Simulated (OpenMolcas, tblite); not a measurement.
# A ladder of methods for B2H4F2 (SMILES [BH2-]1[F+][BH2-][F+]1)

The species is B2H4F2 (8 atoms), meant as a singlet with charge 0. As SMILES, `[BH2-]1[F+][BH2-][F+]1`. Geometry: relaxed at PBE0-D4/def2-TZVP.

Each level gives the HOMO–LUMO gap (eV). The values are calculated.

```csv
level,kind,program,value (eV),CPU time
GFN1-xTB,semi-empirical,tblite,8.81,under 2 s
HF/cc-pVDZ,Hartree–Fock,OpenMolcas,17.27,4.7 s
SVWN5/cc-pVDZ,LDA,OpenMolcas,6.41,12 s
PBE/cc-pVDZ,GGA,OpenMolcas,6.67,17 s
TPSS/cc-pVDZ,meta-GGA,OpenMolcas,7.28,24 s
BHLYP/cc-pVDZ,global hybrid,OpenMolcas,12.06,17 s
B2PLYP/cc-pVDZ,double hybrid,OpenMolcas,12.39,14 s
```

The values span 6.41 to 17.27 eV. Orbital gaps aren't excitation energies, and those of double hybrids come from the SCF part alone; they tend to grow with the share of exact exchange. Times are those of the runs behind each value, whatever else they computed, on shared processors of several kinds: orders of magnitude only.

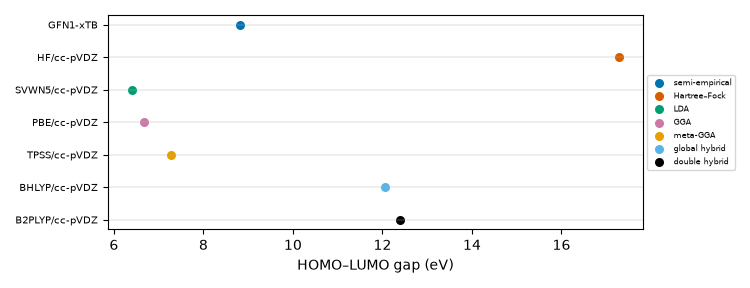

The values of the table, level by level.
